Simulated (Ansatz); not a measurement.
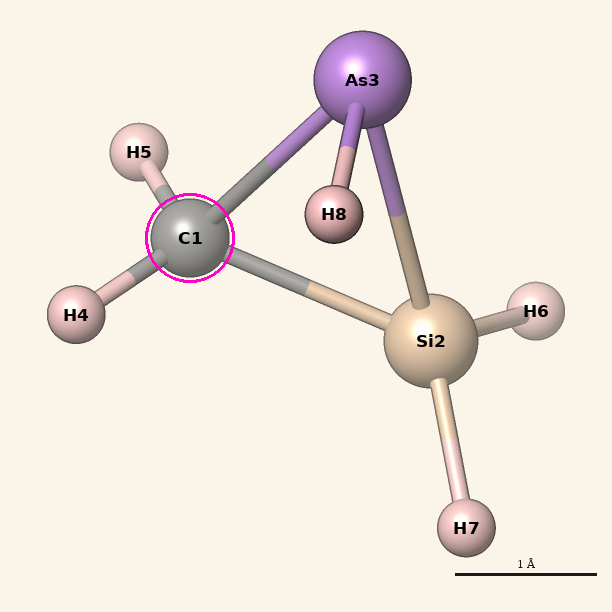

Orthographic view. Distant atoms are faded towards the background colour. The geometry was computed by an optimisation with PBE-D4/def2-SVP. No frequency run is at hand to confirm it as a minimum.

Question: Which atoms are bonded to the circled atom?

Answer: The circled atom is C1; it is bonded to Si2, As3, H4, H5.

Question: Which two atoms are farthest apart in space?

Answer: H6 and H8, 4.15 Å.

Question: Which atom is nearest the viewer?

Answer: H8, 2.1 Å in front of the mean position.

Question: Of C1 and H5, which is nearer the viewer?

Answer: C1; the bond to H5 points away from the viewer, so it looks shorter than its 1.10 Å.
